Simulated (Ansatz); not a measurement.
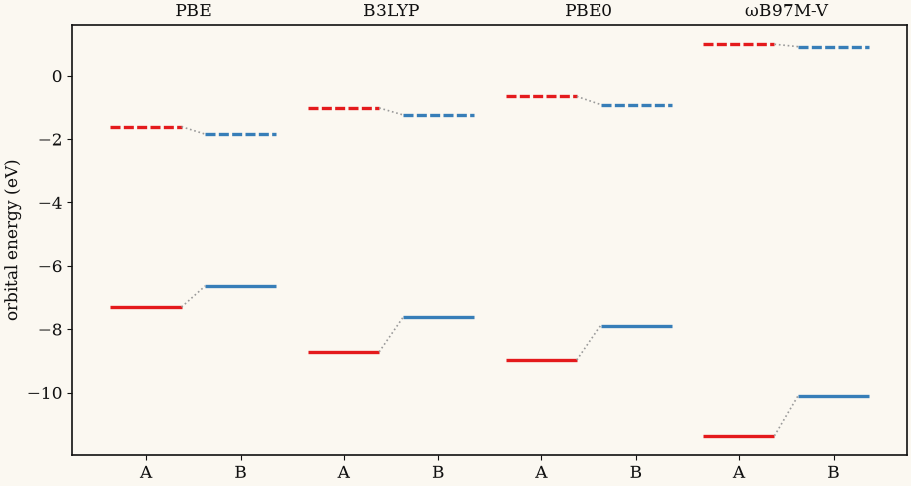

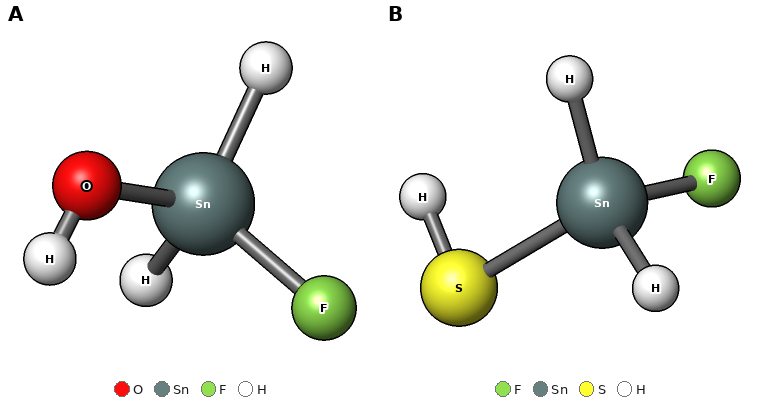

One change: A, SnH₃OF (SMILES [OH][SnH2][F]), becomes B, SnH₃SF (SMILES [F][SnH2][SH]). OH on Sn is replaced by SH. HOMO (solid) and LUMO (dashed) computed in def2-TZVPP at PBE0-D4/def2-TZVP geometries, both minima by their frequencies, gas phase, the Ansatz code. Empty levels above zero depend strongly on the basis.

**What does the change do to HOMO and LUMO?**

PBE: the HOMO rises by 0.67 eV, the LUMO falls by 0.23 eV, and the separation goes from 5.69 to 4.79 eV. B3LYP: the HOMO rises by 1.09 eV, the LUMO falls by 0.22 eV, and the separation goes from 7.70 to 6.40 eV. PBE0: the HOMO rises by 1.09 eV, the LUMO falls by 0.26 eV, and the separation goes from 8.32 to 6.98 eV. ωB97M-V: the HOMO rises by 1.27 eV, the LUMO falls by 0.08 eV, and the separation goes from 12.36 to 11.01 eV.

**Do the functionals agree on the effect?**

They agree on the direction for both levels; the HOMO shift lies between 0.67 and 1.27 eV and the LUMO shift between −0.26 and −0.08 eV, while the separations themselves differ by up to 6.7 eV between functionals.

Known limits of this run: core potentials past krypton; spin-orbit coupling is left out, and with Sn it can shift these values.
